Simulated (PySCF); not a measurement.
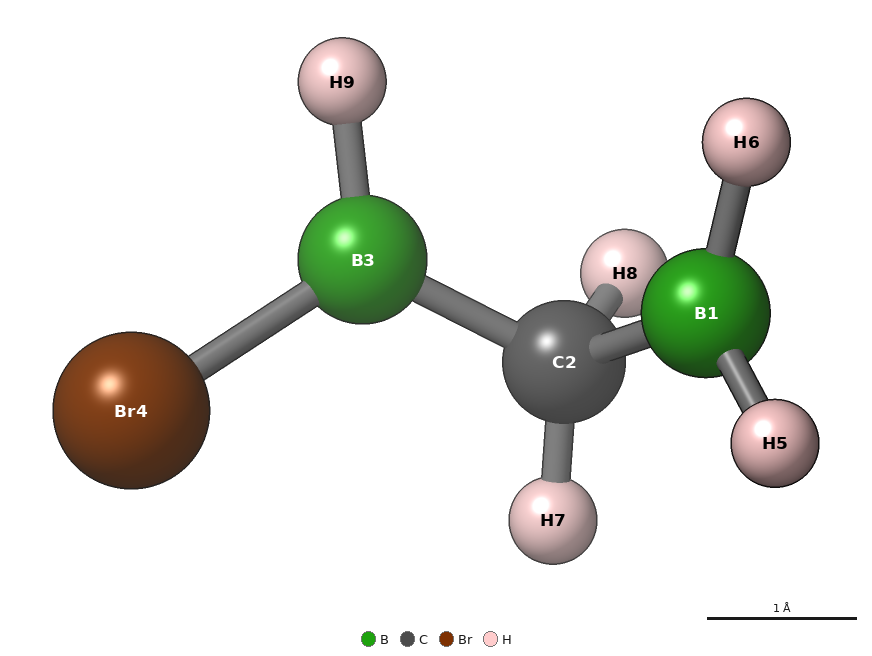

Orthographic view. Atoms fade into the background with distance from the viewer. The computed structure is the end point of a PBE0-D3(BJ)/def2-SVP optimisation. No frequency run is at hand to confirm it as a minimum.

Write a Z-matrix (Å, degrees) in the order of the atom numbers, with these reference atoms: 2 to 1; 3 to 2, 1; 4 to 3, 2, 1; 5 to 1, 2, 3; 6 to 1, 5, 2; 7 to 2, 3, 4; 8 to 2, 7, 3; 9 to 3, 2, 7.

```
B  
C    1   1.560
B    2   1.552   1   107.0
Br   3   1.910   2   121.4   1  -110.3
H    1   1.209   2   121.2   3   119.0
H    1   1.210   5   118.8   2   179.1
H    2   1.097   3   114.6   4    18.1
H    2   1.110   7   112.1   3  -117.4
H    3   1.205   2   122.8   7  -163.7
```
